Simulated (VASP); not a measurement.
Band structure of GeF4 (space group I-43m). Computed with LDA (Ceperley-Alder, Perdew-Zunger) with spin-orbit coupling, VASP's LDA PAW potentials (set 64) (plane waves; VASP 6.6.1).

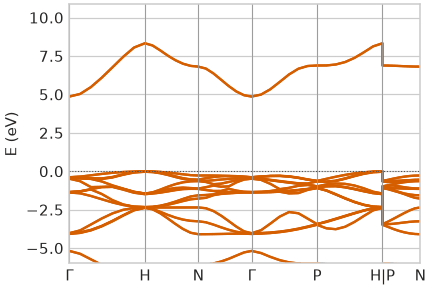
Fig. 1. Bands along high-symmetry lines, zero at the valence-band maximum or, without a gap, the Fermi level

Question: Read the plot: is there a gap, and where are the band edges?

Answer: The gap is indirect, 4.86 eV, from the valence maximum at H to the conduction minimum at Γ.

The structure comes from a computed database's GeF4 entry (I-43m); how it stands against other phases isn't given here. It was relaxed first, which changed the volume by -10 %.
